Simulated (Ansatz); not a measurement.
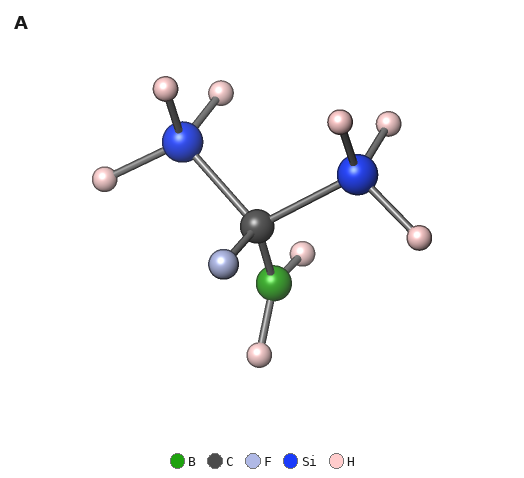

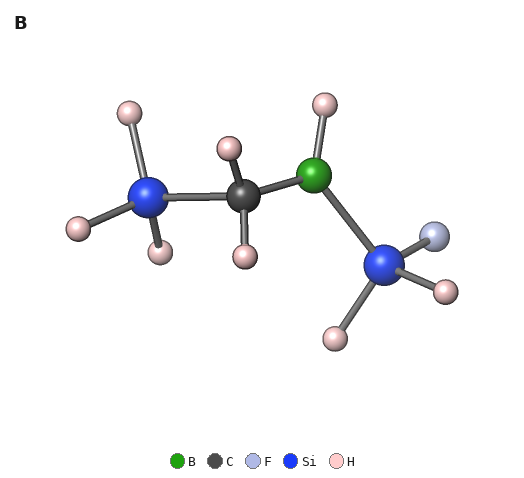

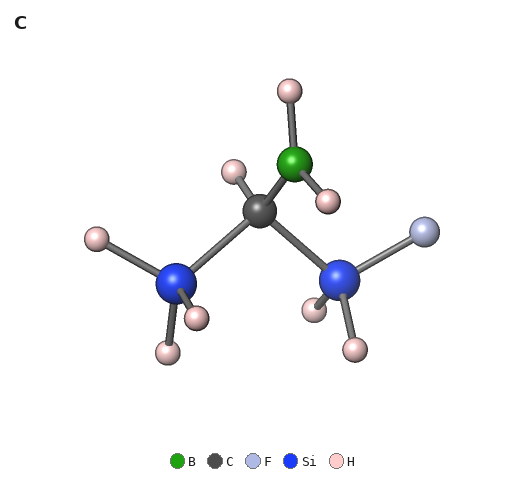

3 stationary structures of one formula. Geometries: PBE0-D4/def2-TZVP. Electronic energies: CCSD(T)/CBS (MP2 limit from def2-TZVPP and def2-QZVPP plus CCSD(T) − MP2) (Ansatz 0.2.0), without zero-point energy. No frequency run is at hand to confirm each as a minimum. Each is one conformer, not always the lowest.

### Which is lowest in energy, and by how much?

C is lowest; B lies 10.6 kcal/mol above it, A lies 63.5 kcal/mol above it. A is `BC(F)([SiH3])[SiH3]`, B is `F[SiH2]BC[SiH3]`, C is `B[C@H]([SiH3])[SiH2]F`.
